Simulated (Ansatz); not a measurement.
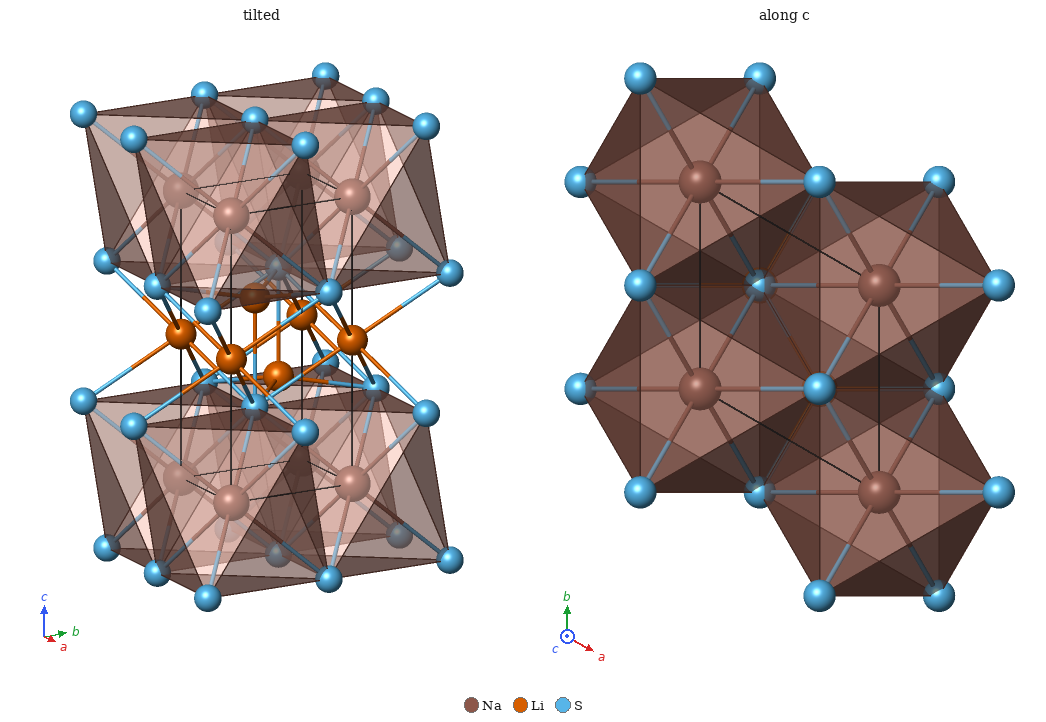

The figure gives a polyhedral picture of the atoms, viewed slightly off an axis and along the c axis. The wireframe shows the conventional unit cell. A few atoms beyond the faces are included.

NaLi3S2, space group P-3m1 (No. 164), a = 4.079 Å, b = 4.079 Å, c = 6.720 Å, α = 90.00°, β = 90.00°, γ = 120.00°. The model was built from a structure type filled with these elements by a generator (whether the compound takes this form wasn't checked). Earlier steps of the study may have refined or changed the cell and positions. A calculation with Ansatz used it as input.

This one geometry was computed with Ansatz (DFT, plane waves, PAW) at four levels of theory: PBEsol, r2SCAN, PBE and HSE06.

Question: How does the band gap change with the level of theory?

Answer: PBEsol: a gap of 3.37 eV, direct; PBE: a gap of 3.48 eV, direct; r2SCAN: a gap of 4.23 eV, direct; HSE06: a gap of 4.53 eV on the k-mesh.

Question: Collect the results in a table.

Answer:
| level | cutoff (eV) | k-mesh of the run's cell | gap (eV) | pressure (GPa) |
| --- | --- | --- | --- | --- |
| PBEsol | 420 | 6×6×4 | 3.37 | -1.1 |
| r2SCAN | 500 | 6×6×4 | 4.23 | -0.6 |
| PBE | 420 | 6×6×4 | 3.48 | 0.0 |
| HSE06 | 420 | 6×6×4 | 4.53 | -0.8 |

Gaps are taken on the k-mesh or band path of each run.
